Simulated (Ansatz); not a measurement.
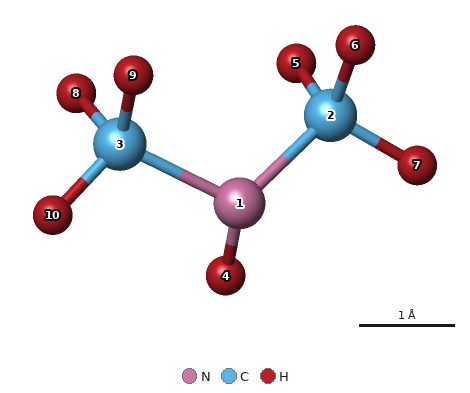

*The structure (ball-and-stick view, seen at a tilt; atoms are numbered from 1 in the order of the input).*

Bond lengths as drawn: C–H 1.09 to 1.10 Å, C–N 1.44 Å and H–N 1.01 Å.

# Run report: C$_{2}$H$_{7}$N, single-point calculation

- system: C$_{2}$H$_{7}$N
- method: RKS BHLYP-D4/def2-TZVPP (Ansatz 0.2.0)

The geometry comes from this level: PBE0-D4/def2-TZVP.

### The program's output
```
Functional definition: BHLYP
  name "BHLYP"
  cite "Becke, J. Chem. Phys. 98, 1372 (1993) doi:10.1063/1.464304"
  cite "Becke, Phys. Rev. A 38, 3098 (1988) doi:10.1103/PhysRevA.38.3098"
  cite "Lee, Yang & Parr, Phys. Rev. B 37, 785 (1988) doi:10.1103/PhysRevB.37.785"
  parameter a = 0.5
  exchange = (1 - a)*b88_x + a*exact_x
  correlation = lyp_c
1024 factors; their error is unknown
mean field evaluation 1: about -3671.7413 eV, gradient 4.9e1 eV
mean field evaluation 2: about -3672.1306 eV, gradient 4.7e1 eV
mean field evaluation 4: about -3677.0332 eV, gradient 1.9e0 eV
mean field evaluation 8: about -3677.0384 eV, gradient 4.0e-2 eV
mean field evaluation 16: about -3677.0428 eV, gradient 5.5e-5 eV
mean field -3677.04280874 eV, -135.1288308320 hartree, gradient 5.5e-5 eV, S^2 0.000000; 0 other end points of the search recorded, 0 dependent functions left out
reference -3677.04297567 eV, -135.1288369665 hartree; 13, 13 occupied and 178, 178 virtual orbitals, 1024 factors
Total energy: -3677.16895547 eV, -135.1334666388 hartree
```

This output came from the following input.

### Input
```yaml
crystal:
  periodic: [false, false, false]
  atoms:
    - {symbol: N, position_ang: [0.030620, -0.708726, -0.132902]}
    - {symbol: C, position_ang: [0.020840, -0.523050, -1.565431]}
    - {symbol: C, position_ang: [-1.287195, -0.947081, 0.408639]}
    - {symbol: H, position_ang: [0.644723, -1.474848, 0.109445]}
    - {symbol: H, position_ang: [-0.453455, -1.349775, -2.122312]}
    - {symbol: H, position_ang: [-0.527230, 0.391605, -1.810415]}
    - {symbol: H, position_ang: [1.041928, -0.403324, -1.933117]}
    - {symbol: H, position_ang: [-1.819466, -1.792691, -0.060590]}
    - {symbol: H, position_ang: [-1.905160, -0.055115, 0.268971]}
    - {symbol: H, position_ang: [-1.220857, -1.136725, 1.481850]}
basis:
  gaussian: {orbitals: def2-TZVPP}
hamiltonian: {xc: {name: BHLYP}, dispersion: d4}
```

Launch command:
```bash
ansatz run in.yaml --threads 8 --pin off --events-out ev --progress --plain --max-ram 19148MiB
```

### Key numbers

- outcome: converged
- total energy: −3677.1690 eV
- mean-field energy: −3677.0430 eV
- dispersion energy: −0.1260 eV
- SCF solution under orbital rotations: stable
- hardware: 8 threads of Arm Neoverse V1, 23 GiB of memory available, shared host
- wall time: 0.65 s (CPU time 4 s)
- peak memory: 0.65 GiB
